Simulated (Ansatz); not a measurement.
# GeH3O (SMILES [O][GeH3]) at UHF/STO-3G

What is the vertical doublet–quartet gap of GeH3O at UHF/STO-3G? 

Program for the calculation: Ansatz 0.2.0.

53 further runs of the same task are left out: 1 that didn't finish, 52 set aside as unsound or not needed. Runs told in other sessions of the task aren't counted.

### Step 1. The structure to begin with

GeH3O: 5 atoms, total charge 0, spin state doublet. As SMILES, `[O][GeH3]`. The shape is that of a PBE0-D4/def2-TZVP optimisation.

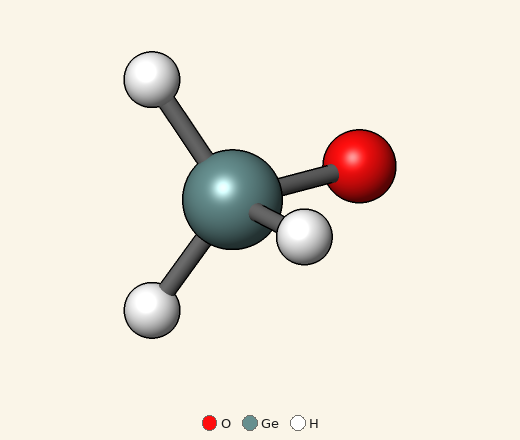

Viewed from a chosen angle; oxygen red, germanium teal, hydrogen white.

### Step 2. The energy at UHF/STO-3G

The input, run.yaml:

```yaml
crystal:
  periodic: [false, false, false]
  atoms:
    - {symbol: O, position_ang: [-1.443900, 0.418600, 0.777300]}
    - {symbol: Ge, position_ang: [0.072300, -0.056300, -0.056900]}
    - {symbol: H, position_ang: [-0.162200, -0.091200, -1.574700]}
    - {symbol: H, position_ang: [0.548000, -1.418100, 0.471500]}
    - {symbol: H, position_ang: [1.035700, 1.073400, 0.341400]}
basis:
  gaussian: {orbitals: STO-3G}
magnetization: {spin_polarized: true, initial_magnetization: 1}
hamiltonian: {xc: hf}
accuracy: high
output: {orbitals: {seedname: orbitals}}
```

Run with:

```
$ ansatz run run.yaml --threads 1 --pin off --max-ram 3480MiB --events-out events.jsonl --progress --plain --runs-dir runs
```

What it wrote:

```text
Warning: RAYON_NUM_THREADS=1 ignored (pool sized by the plan → 1); use --threads N
Functional definition: HF
  name "HF"
  exchange = exact_x
  correlation = 0
384 factors; integrals over basis functions are off by at most 5.4e-9 eV
mean field evaluation 1: about -57884.1168 eV, gradient 1.7e1 eV
mean field evaluation 2: about -57884.1440 eV, gradient 1.7e1 eV
mean field evaluation 4: about -57887.3395 eV, gradient 1.5e0 eV
mean field evaluation 8: about -57887.3749 eV, gradient 2.1e-2 eV
mean field evaluation 16: about -57887.3500 eV, gradient 6.6e-1 eV
mean field evaluation 32: about -57887.3553 eV, gradient 2.2e-1 eV
mean field evaluation 64: about -57884.1129 eV, gradient 1.7e1 eV
mean field -57887.37489137 eV, -2127.3217897860 hartree, gradient 2.9e-8 eV, S^2 0.758155; 3 other end points of the search recorded, 0 dependent functions left out
reference -57887.37489137 eV, -2127.3217897860 hartree; 22, 21 occupied and 4, 5 virtual orbitals, 384 factors
Total energy: -57887.37489137 eV, -2127.3217897860 hartree
```

Wall time 0.45 s (1 thread of Arm Neoverse V1, shared host).

### Step 3. The quartet, same level

The input, molecule.yaml:

```yaml
crystal:
  periodic: [false, false, false]
  atoms:
    - {symbol: O, position_ang: [-1.443900, 0.418600, 0.777300]}
    - {symbol: Ge, position_ang: [0.072300, -0.056300, -0.056900]}
    - {symbol: H, position_ang: [-0.162200, -0.091200, -1.574700]}
    - {symbol: H, position_ang: [0.548000, -1.418100, 0.471500]}
    - {symbol: H, position_ang: [1.035700, 1.073400, 0.341400]}
basis:
  gaussian: {orbitals: STO-3G}
magnetization: {spin_polarized: true, initial_magnetization: 3}
output: {orbitals: {seedname: orbitals}}
accuracy: high
hamiltonian: {xc: hf}
```

Run with:

```
$ ansatz run molecule.yaml --threads 1 --pin off --max-ram 3480MiB --events-out events.jsonl --progress --plain --runs-dir runs
```

What it wrote:

```text
Warning: RAYON_NUM_THREADS=1 ignored (pool sized by the plan → 1); use --threads N
[... 4 set-up lines as earlier in the session ...]
384 factors; integrals over basis functions are off by at most 5.4e-9 eV
mean field evaluation 1: about -57878.9790 eV, gradient 7.8e0 eV
mean field evaluation 2: about -57879.1112 eV, gradient 7.8e0 eV
mean field evaluation 4: about -57880.4858 eV, gradient 1.3e0 eV
mean field evaluation 8: about -57880.5560 eV, gradient 8.9e-4 eV
mean field -57880.55449171 eV, -2127.0711447215 hartree, gradient 2.6e-8 eV, S^2 3.752124; 0 other end points of the search recorded, 0 dependent functions left out
reference -57880.55449171 eV, -2127.0711447215 hartree; 23, 20 occupied and 3, 6 virtual orbitals, 384 factors
Total energy: -57880.55449171 eV, -2127.0711447215 hartree
```

Wall time 0.26 s (1 thread of Arm Neoverse V1, shared host).

### Step 4. Summary of results

At UHF/STO-3G:

| quantity | value |
| --- | --- |
| doublet: total energy | -2127.32179 Eh |
| doublet: HOMO energy (highest over α and β) | -8.72 eV |
| doublet: LUMO energy (lowest over α and β) | 9.45 eV |
| doublet: ⟨S²⟩ | 0.758 |
| quartet: total energy | -2127.07114 Eh |
| quartet: HOMO energy (highest over α and β) | 0.13 eV |
| quartet: LUMO energy (lowest over α and β) | 6.18 eV |
| quartet: ⟨S²⟩ | 3.752 |
| vertical energy of the quartet above the doublet | 6.820 eV |

**Reading.** At this shape the quartet lies 6.82 eV (157 kcal/mol) above the doublet. In a minimal basis such a difference can be off by several eV, whatever the method.
